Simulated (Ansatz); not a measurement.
# BAs, response to strain

Consider BAs in the zinc blende structure (space group F-43m, No. 216).

```
CELL_PARAMETERS angstrom
      0.00000     2.36609     2.36609
      2.36609     0.00000     2.36609
      2.36609     2.36609     0.00000
ATOMIC_POSITIONS crystal
  B  0.00000 0.00000 0.00000
  As 0.25000 0.25000 0.25000
```

Strains are applied to the cell and any free atomic positions relax.

Calculations: DFT with LDA, PAW potentials and a 420 eV plane-wave cutoff in Ansatz (an electronic-structure program), no spin-orbit coupling.

Notes on the quantities. energy relative to the base: free energy F.

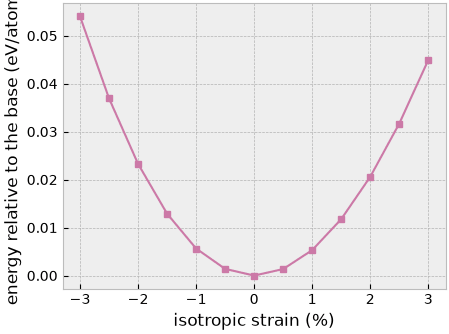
*Energy relative to the base against isotropic strain*

From the plot, what is the energy relative to the base for isotropic strain −0.50 %?

About 0.001 eV/atom.

Is the trend monotonic over the range shown?

No, it turns within the range, spanning 0 meV/atom to +54 meV/atom.

Stability against distortions was not tested.
